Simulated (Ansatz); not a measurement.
The starting structures come from a database of crystals and need not be the phases stable at ambient conditions.

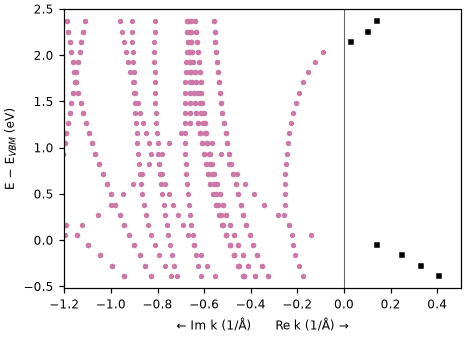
Fig. 1. Complex bands at the centre of the two-dimensional zone; Ansatz (a program for electronic structure) with r2SCAN

No gap correction and no spin-orbit coupling; mid-gap values are interpolated between computed energies.

Question: This is Mg(SbO3)2 (P4_2/mnm, not sure to be the ambient phase, 18 atoms a cell, 11.2 Å³ an atom) along the normal of (100). Read off the slowest decay at the centre of the two-dimensional zone at 1.04 eV, the computed energy nearest the middle of the gap.

Answer: κ ≈ 0.24 1/Å, a decay length 1/(2κ) of the density of 2.1 Å.
